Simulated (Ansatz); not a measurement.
Stretching the Sn1–I3 bond in HISn (SMILES [SnH][I]) (multiplicity 1 held, fragments rigid). Energies count from the point at 2.758 Å.
Geometry at that point (charge 0, multiplicity 1):
```xyz
3

Sn     0.452     0.915     0.965
H      0.730     2.177    -0.263
I     -0.441    -0.904    -0.906
```

R- and RO- levels are restricted; in cc, def2 and unpolarised 6-31G sets they are followed outwards from rest. U- levels take the lowest unrestricted solution at each point, which mixes spins at long bonds. Active spaces are followed from a long bond inwards. Levels need not reach the same state.

Frozen-core correlation. Filled d and f shells under p-block atoms count as core.

The values were computed with Ansatz (Gaussian orbitals). Each number belongs to the level named beside it. In def2 rows elements past Kr take small-core potentials, without spin–orbit coupling.

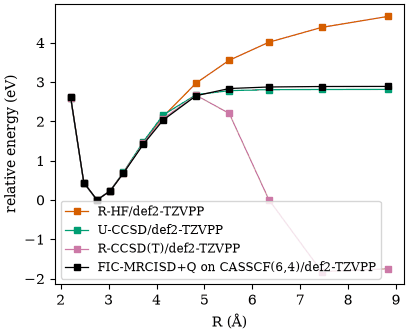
Relative energy along the coordinate

Task: Read off the R-HF/def2-TZVPP curve at R = 5.517.

Result: about 3.6 eV

Doubts at one or more of the structures used: a restricted determinant that unrestricted orbitals would lower (R-HF/def2-TZVPP, R-CCSD(T)/def2-TZVPP); a spin-contaminated determinant (U-CCSD/def2-TZVPP); T1 above 0.05 (U-CCSD/def2-TZVPP, R-CCSD(T)/def2-TZVPP); other coupled-cluster roots lie near (R-CCSD(T)/def2-TZVPP); active orbitals that take no part (FIC-MRCISD+Q on CASSCF(6,4)/def2-TZVPP).

Ansatz is a quantum-chemistry and plane-wave program.
